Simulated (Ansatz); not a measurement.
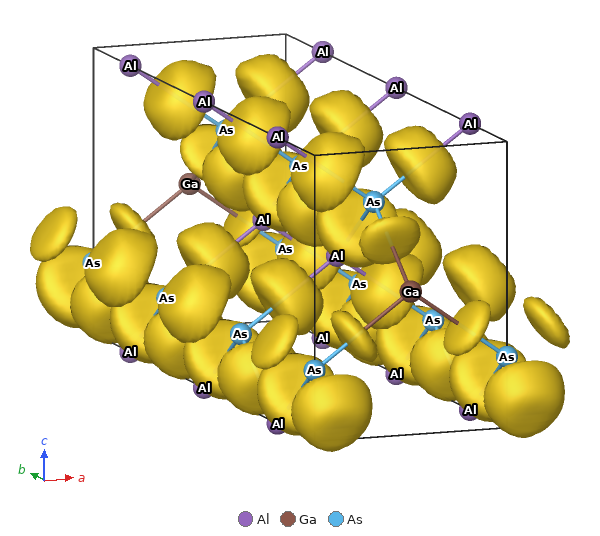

Al$_{5}$GaAs$_{6}$. Isosurface of the ELF at 0.7 (yellow), seen slightly off an axis. Core shells and regions of very low density are left out. Sticks mark near contacts.

Space group Pmm2; a structure generated by program, which may or may not match a known phase.

Method: Ansatz, DFT PBE, scalar-relativistic, plane waves, PAW.

Question: What do the ELF domains correspond to?

Answer: The surface consists of 20 regions between bonded Al–As atoms (shared pairs) and four regions between bonded As–Ga atoms (shared pairs), counted in one cell of 12 atoms. Regions shared between cells count once.

Values along the shortest contacts:
Al–As (2.48 Å): the ELF peaks at about 0.95 between the atoms; a covalent bond. Ga–As (2.49 Å): the ELF peaks at about 0.80 between the atoms, as expected for localised, covalent bonding.
